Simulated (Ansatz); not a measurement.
# CH6O2Si2: ladder of methods at one geometry in Python

How do the methods compare on CH6O2Si2, in result and in cost? Wanted for CH6O2Si2: a ladder of methods at one geometry. SMILES: O[SiH2][SiH]1CO1.

All numbers are computed with Ansatz 0.2.0, driven from Python. The levels of theory stand in the script.

## 1. Starting point

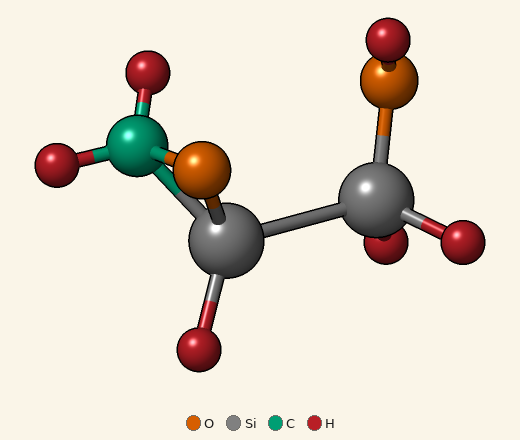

The starting structure, viewed from a chosen angle; oxygen orange, silicon grey, carbon teal, hydrogen red.

The script holds or builds the structure itself.

## 2. The code

Contents of methods.py:

```python
'''One geometry of CH6O2Si2, method by method.'''

from pathlib import Path

import ansatz as az
import numpy as np

SETTINGS = {
    'basis': 'def2-SVP',
}

geometry_ang = [
    ('O', [0.0104, 1.9306, -1.0214]),
    ('Si', [1.1045, 1.1567, -0.1453]),
    ('Si', [0.3085, -0.8626, 0.5371]),
    ('C', [-1.1717, -1.4594, -0.1741]),
    ('O', [-1.2257, -0.7612, 1.0428]),
    ('H', [-0.8866, 2.1526, -0.5885]),
    ('H', [1.4902, 2.0216, 1.0158]),
    ('H', [2.3598, 1.0178, -0.992]),
    ('H', [1.1058, -1.7535, 1.4935]),
    ('H', [-1.6069, -0.9626, -1.0305]),
    ('H', [-1.423, -2.5371, -0.1169]),
]
mol = az.Crystal.molecule()
for symbol, xyz in geometry_ang:
    mol = mol.atom(symbol, xyz)

calc = mol.calculation().basis(gaussian=SETTINGS['basis'])

print('functional    E (Ha)        dipole (D)   HOMO (eV)  LUMO (eV)')
for name in ['lda', 'blyp', 'revpbe', 'hse06', 'pbe0', 'r2scan0']:
    data = calc.functional(name).forces().orbitals().run(threads=1, backend='cpu', runs_dir='runs').report
    lines = Path(data['orbitals_path']).read_text().splitlines()
    field_of = lambda key: [line.split('=')[1].strip() for line in lines if line.startswith(key)]
    orbitals = [(27.211386 * float(e), s, float(n)) for e, s, n in zip(field_of('Ene='), field_of('Spin='), field_of('Occup='))]
    homo = max(e for e, _, n in orbitals if n > 0.5)
    lumo = min(e for e, _, n in orbitals if n < 0.5)
    dipole = 4.803205 * np.linalg.norm(data['charge_distribution']['dipole_moment_e_ang'])
    print(f'{name:10s} {data["free_energy_ev"] / 27.211386246:14.6f} {dipole:9.3f} {homo:11.3f} {lumo:10.3f}')
```

## 3. The input behind the calls

The engine receives this input (first run):

```yaml
crystal:
  periodic: [false, false, false]
  atoms:
    - { symbol: O, position_ang: [0.0104, 1.9306, -1.0214] }
    - { symbol: Si, position_ang: [1.1045, 1.1567, -0.1453] }
    - { symbol: Si, position_ang: [0.3085, -0.8626, 0.5371] }
    - { symbol: C, position_ang: [-1.1717, -1.4594, -0.1741] }
    - { symbol: O, position_ang: [-1.2257, -0.7612, 1.0428] }
    - { symbol: H, position_ang: [-0.8866, 2.1526, -0.5885] }
    - { symbol: H, position_ang: [1.4902, 2.0216, 1.0158] }
    - { symbol: H, position_ang: [2.3598, 1.0178, -0.992] }
    - { symbol: H, position_ang: [1.1058, -1.7535, 1.4935] }
    - { symbol: H, position_ang: [-1.6069, -0.9626, -1.0305] }
    - { symbol: H, position_ang: [-1.423, -2.5371, -0.1169] }
basis:
  gaussian:
    orbitals: def2-SVP
hamiltonian:
  xc: lda
output:
  orbitals: {}
  forces: true
```

## 4. The run

Started as:

```bash
> python methods.py
```

Output:

```text
functional    E (Ha)        dipole (D)   HOMO (eV)  LUMO (eV)
lda           -767.021168     0.451      -6.183     -1.592
blyp          -770.737638     0.461      -5.932     -1.233
revpbe        -770.619458     0.480      -6.063     -1.340
hse06         -770.330107     0.418      -7.031     -1.007
pbe0          -770.351986     0.418      -7.429     -0.629
r2scan0       -770.617636     0.445      -7.631     -0.566
```

It took 28 s on 1 thread of Arm Neoverse V2, shared host; peak memory 0.31 GiB.

## 5. What changed from run to run

The engine's inputs for some of the other runs:

Run 2, against run 1:

```diff
@@ -19 +19 @@
-  xc: lda
+  xc: blyp
```

Run 4, against run 1:

```diff
@@ -19 +19 @@
-  xc: lda
+  xc: hse06
```

Run 5, against run 1:

```diff
@@ -19 +19 @@
-  xc: lda
+  xc: pbe0
```

## 6. What each run gave

One row for each of the 6 runs:

| run | functional | energy (eV) | SCF cycles | CPU time (s) |
| --- | --- | --- | --- | --- |
| 1 | lda | -20871.7093 | 19 | 2.2 |
| 2 | blyp | -20972.8396 | 19 | 3.6 |
| 3 | revpbe | -20969.6237 | 19 | 3.6 |
| 4 | hse06 | -20961.7501 | 18 | 5.3 |
| 5 | pbe0 | -20962.3454 | 17 | 4.6 |
| 6 | r2scan0 | -20969.5741 | 17 | 8.2 |

Totals under unlike functionals or potentials can't be compared directly.

The fields below are those of run 1.

## 7. Pictures from the orbitals

The fields below are evaluated on a grid from the run's orbitals.

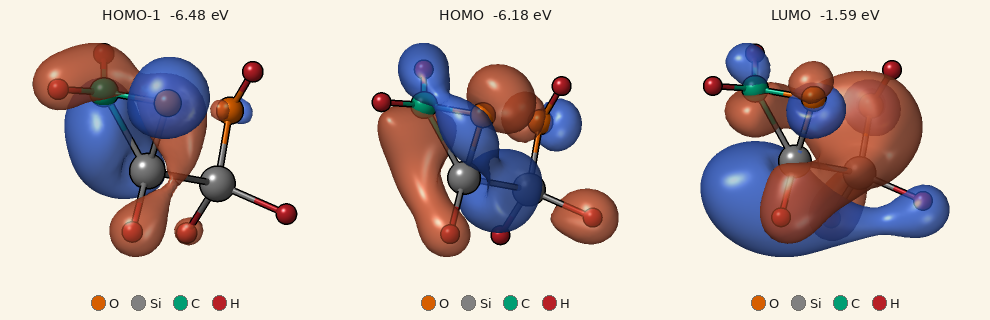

Frontier orbitals at LDA/def2-SVP; each surface holds 70 % of the orbital's density, blue and red mark the sign.

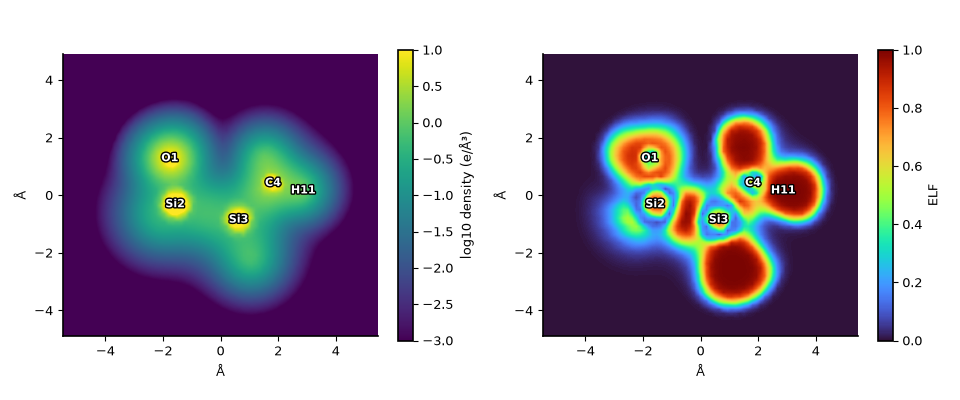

Density (left) and ELF (right) in a plane through or near 5 of the atoms.

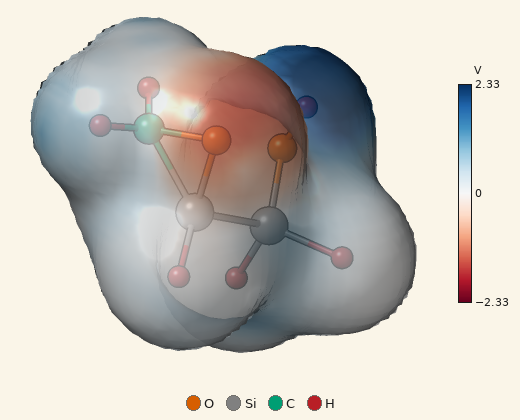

The potential that a unit positive charge feels on the 0.002 e/bohr³ surface, from -1.27 V near O5 to 2.33 V near H6.

## 8. Outcome

| quantity | value |
| --- | --- |
| runs compared | 6 |
| HOMO-LUMO gap of the mean field (LDA/def2-SVP) | 4.59 eV |

**Reading.** All 6 runs converged, in 17 to 19 cycles. The geometry is a force-field or estimated start, not a minimum of this method, and the basis set is short of its limit. A lower total doesn't mark the better method: functionals have no common bound, and MP2 and coupled cluster aren't variational. Levels such as HOMO and LUMO are orbital energies: with these approximate functionals they aren't the ionisation energy and electron affinity, and their gap isn't the fundamental gap. hse06 follows the composition of plane-wave codes, whose totals differ by tens of mHa, up to about 0.1 Ha, from the form usual in Gaussian-basis programs (wpbeh).
